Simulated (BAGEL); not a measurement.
# C2HClF4 (1,1,1,2-tetrafluorochloroethane): HF/STO-3G (density fitting with cc-pvqz-jkfit)

Aim: the vertical singlet–triplet gap of C2HClF4 (1,1,1,2-tetrafluorochloroethane) at HF/STO-3G (density fitting with cc-pvqz-jkfit), from 2 runs. 

Program for the calculation: BAGEL 1.2.2.

4 further runs of the same task are left out: 1 that didn't finish, 3 set aside as unsound or not needed. Runs told in other sessions of the task aren't counted.

## 1. Starting point

C2HClF4 has 8 atoms, charge 0, and is taken as a singlet. SMILES: `FC(Cl)C(F)(F)F`. Geometry: relaxed at PBE0-D4/def2-TZVP.

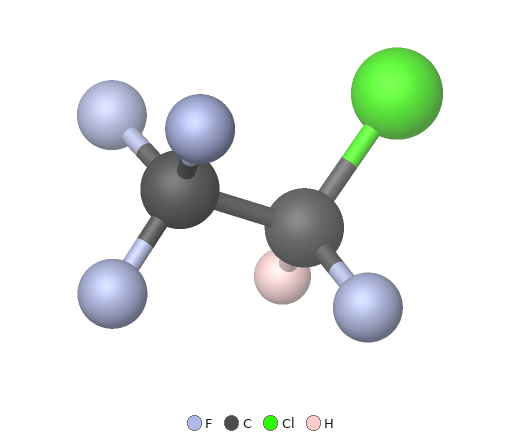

Viewed from a chosen angle; fluorine light blue, carbon dark grey, chlorine green, hydrogen pink.

## 2. A single-point energy at HF/STO-3G (density fitting with cc-pvqz-jkfit)

File calc.json:

```json
{ "bagel" : [

{
  "title" : "molecule",
  "basis" : "sto-3g",
  "df_basis" : "cc-pvqz-jkfit",
  "angstrom" : "true",
  "geometry" : [
    { "atom" : "F", "xyz" : [      -1.009760,      -0.997300,       1.034070 ] },
    { "atom" : "C", "xyz" : [      -0.026700,      -0.752310,       0.143750 ] },
    { "atom" : "Cl", "xyz" : [       1.532940,      -1.198140,       0.813200 ] },
    { "atom" : "C", "xyz" : [      -0.058240,       0.737850,      -0.214790 ] },
    { "atom" : "F", "xyz" : [       0.860470,       1.007860,      -1.137810 ] },
    { "atom" : "F", "xyz" : [       0.152480,       1.509050,       0.841250 ] },
    { "atom" : "F", "xyz" : [      -1.256040,       1.034230,      -0.720280 ] },
    { "atom" : "H", "xyz" : [      -0.195140,      -1.341240,      -0.759390 ] }
  ]
},

{
  "title" : "hf"
},

{
  "title" : "print",
  "file" : "orbitals.molden",
  "orbitals" : "true"
}

]}
```

The run is started by

```console
BAGEL_NUM_THREADS=1 BAGEL calc.json > calc.out
```

The log of the run:

```text
* using 1 threads per process

  ===============================================================
  ===============================================================

  *** Geometry ***

  { "atom" : "F", "xyz" : [     -1.908170,     -1.884624,      1.954109 ] },
  { "atom" : "C", "xyz" : [     -0.050456,     -1.421660,      0.271648 ] },
  { "atom" : "Cl", "xyz" : [      2.896837,     -2.264156,      1.536725 ] },
  { "atom" : "C", "xyz" : [     -0.110058,      1.394334,     -0.405894 ] },
  { "atom" : "F", "xyz" : [      1.626053,      1.904579,     -2.150149 ] },
  { "atom" : "F", "xyz" : [      0.288145,      2.851691,      1.589732 ] },
  { "atom" : "F", "xyz" : [     -2.373572,      1.954411,     -1.361132 ] },
  { "atom" : "H", "xyz" : [     -0.368761,     -2.534576,     -1.435039 ] },

  Number of auxiliary basis functions:      835

  Since a DF basis is specified, we compute 2- and 3-index integrals:
    o Being stored without compression. Storage requirement is 0.011 GB

  Number of basis functions:       40
  Number of electrons      :       66

    * METHOD: MOLECULE                             0.71

  *** RHF ***

  === Nuclear Repulsion ===
   422.2686495358

      * DIIS with orbital gradients will be used.

  === RHF iteration (sto-3g) ===
      0       -921.80771842          0.02511946           0.09
      1       -922.08307320          0.00858832           0.09
      2       -922.11572807          0.00129389           0.09
      3       -922.11756937          0.00024088           0.08
      4       -922.11762578          0.00005553           0.09
      5       -922.11762840          0.00000737           0.09
      6       -922.11762845          0.00000149           0.09
      7       -922.11762845          0.00000042           0.09
      8       -922.11762845          0.00000012           0.09
      9       -922.11762845          0.00000005           0.09
     10       -922.11762845          0.00000001           0.09
     11       -922.11762845          0.00000000           0.09
    * SCF iteration converged.

    * Permanent dipole moment:
           (    0.401709,     0.131880,     0.448489) a.u.

    * METHOD: HF                                   1.20

    * METHOD: PRINT                                0.00

  ===============================================================
```

It took 2 s on 1 thread of Arm Neoverse V1, shared host; peak memory 0.11 GiB.

## 3. The triplet, same level

File hf.json:

```json
{ "bagel" : [

{
  "title" : "molecule",
  "basis" : "sto-3g",
  "df_basis" : "cc-pvqz-jkfit",
  "angstrom" : true,
  "geometry" : [
    { "atom" : "F", "xyz" : [   -1.009760,   -0.997300,    1.034070 ] },
    { "atom" : "C", "xyz" : [   -0.026700,   -0.752310,    0.143750 ] },
    { "atom" : "Cl", "xyz" : [    1.532940,   -1.198140,    0.813200 ] },
    { "atom" : "C", "xyz" : [   -0.058240,    0.737850,   -0.214790 ] },
    { "atom" : "F", "xyz" : [    0.860470,    1.007860,   -1.137810 ] },
    { "atom" : "F", "xyz" : [    0.152480,    1.509050,    0.841250 ] },
    { "atom" : "F", "xyz" : [   -1.256040,    1.034230,   -0.720280 ] },
    { "atom" : "H", "xyz" : [   -0.195140,   -1.341240,   -0.759390 ] }
  ]
},
{ "title" : "uhf", "nopen" : 2 },
{ "title" : "print", "file" : "orbitals.molden", "orbitals" : true }

]}
```

The run is started by

```console
BAGEL_NUM_THREADS=1 BAGEL hf.json > hf.out
```

The log of the run:

```text
* using 1 threads per process

  ===============================================================
  ===============================================================

  *** Geometry ***

  { "atom" : "F", "xyz" : [     -1.908170,     -1.884624,      1.954109 ] },
  { "atom" : "C", "xyz" : [     -0.050456,     -1.421660,      0.271648 ] },
  { "atom" : "Cl", "xyz" : [      2.896837,     -2.264156,      1.536725 ] },
  { "atom" : "C", "xyz" : [     -0.110058,      1.394334,     -0.405894 ] },
  { "atom" : "F", "xyz" : [      1.626053,      1.904579,     -2.150149 ] },
  { "atom" : "F", "xyz" : [      0.288145,      2.851691,      1.589732 ] },
  { "atom" : "F", "xyz" : [     -2.373572,      1.954411,     -1.361132 ] },
  { "atom" : "H", "xyz" : [     -0.368761,     -2.534576,     -1.435039 ] },

  Number of auxiliary basis functions:      835

  Since a DF basis is specified, we compute 2- and 3-index integrals:
    o Being stored without compression. Storage requirement is 0.011 GB

  Number of basis functions:       40
  Number of electrons      :       66

    * METHOD: MOLECULE                             0.71

  *** Open-shell HF ***

  === Nuclear Repulsion ===
   422.2686495358

      * DIIS with orbital gradients will be used.

  === UHF iteration (sto-3g) ===
      0       -921.45046511          0.04587527           0.18
      1       -921.71505620          0.01781886           0.18
      2       -921.75940072          0.00697865           0.17
      3       -921.77259426          0.00318323           0.18
      4       -921.78839385          0.00244467           0.18
      5       -921.80095523          0.00084286           0.17
      6       -921.80124781          0.00073658           0.17
      7       -921.80190401          0.00043721           0.17
      8       -921.80223316          0.00034615           0.17
      9       -921.80249866          0.00015534           0.18
[... 19 lines of this table left out ...]
     29       -921.80272545          0.00000007           0.18
     30       -921.80272545          0.00000003           0.19
     31       -921.80272545          0.00000001           0.18
     32       -921.80272545          0.00000001           0.18
    * SCF iteration converged.

    * S^2 (UHF) is 2.0062

    * Permanent dipole moment:
           (   -0.640219,     0.549018,     0.012494) a.u.

    * METHOD: UHF                                  6.08

    * METHOD: PRINT                                0.00

  ===============================================================
```

It took 7.2 s on 1 thread of Arm Neoverse V1, shared host; peak memory 0.11 GiB.

## 4. Results

Level: HF/STO-3G (density fitting with cc-pvqz-jkfit).

| quantity | value |
| --- | --- |
| singlet: total energy | -922.11763 Eh |
| singlet: dipole moment | 1.57 D |
| singlet: HOMO energy | -10.70 eV |
| singlet: LUMO energy | 9.13 eV |
| singlet: HOMO–LUMO gap | 19.83 eV |
| triplet: total energy | -921.80273 Eh |
| triplet: dipole moment | 2.14 D |
| triplet: ⟨S²⟩ | 2.006 |
| vertical energy of the triplet above the singlet | 8.569 eV |

At this shape the triplet lies 8.57 eV (827 kJ/mol) above the singlet. In a minimal basis such a difference can be off by several eV, whatever the method.
